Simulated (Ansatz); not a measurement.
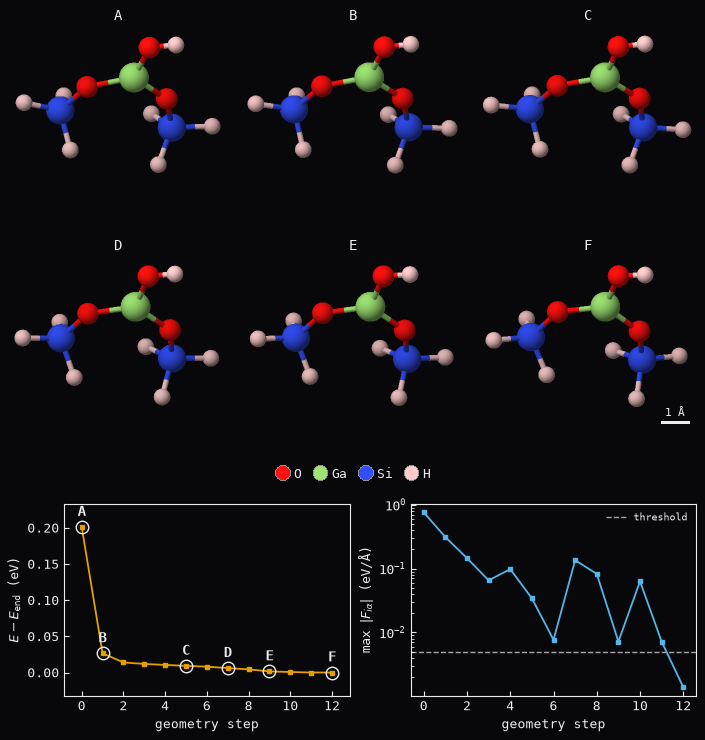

Frames of a relaxation of GaSi₂H₇O₃, marked on the history of the run. The picture is a ball-and-stick view, seen from a free direction.

The start comes from GFN2-xTB.

All numbers below come from Ansatz, RKS PBE0-D4/def2-TZVP. Set-up: force threshold 0.005 eV/Å; at most 150 steps.

> Describe the path.

Over 12 geometry steps the energy falls by 0.201 eV. Largest force component: 0.76 eV/Å at the start, 0.0014 eV/Å at the end. The atom that moves furthest after the best rigid fit is an H atom (0.46 Å). Largest moves by element: H 0.46 Å, O 0.20 Å, Si 0.14 Å, Ga 0.06 Å. Near-neighbour distances that change, for instance: Ga–O 1.734 → 1.763 Å, H–Si 1.464 → 1.485 Å, Ga–O 1.750 → 1.769 Å. Among the angles between lasting bonds that change: O–Si–H 99.9° → 108.6°, Ga–O–Si 143.6° → 138.6°, H–Si–H 113.3° → 109.0°. Groups turn about O–Si by about 25°, O–Si by about 25°. Cost: 110 s on 4 threads of Arm Neoverse V1, on a shared host. From step 0 to 1: an H atom moves most (0.14 Å), energy −0.175 eV. From step 1 to 5: an H atom moves most (0.11 Å), energy −0.017 eV. From step 5 to 7: an H atom moves most (0.24 Å), energy −0.003 eV. From step 7 to 9: H atoms move most (0.08 Å), energy −0.005 eV. From step 9 to 12: an H atom moves most (0.12 Å), energy −0.002 eV.
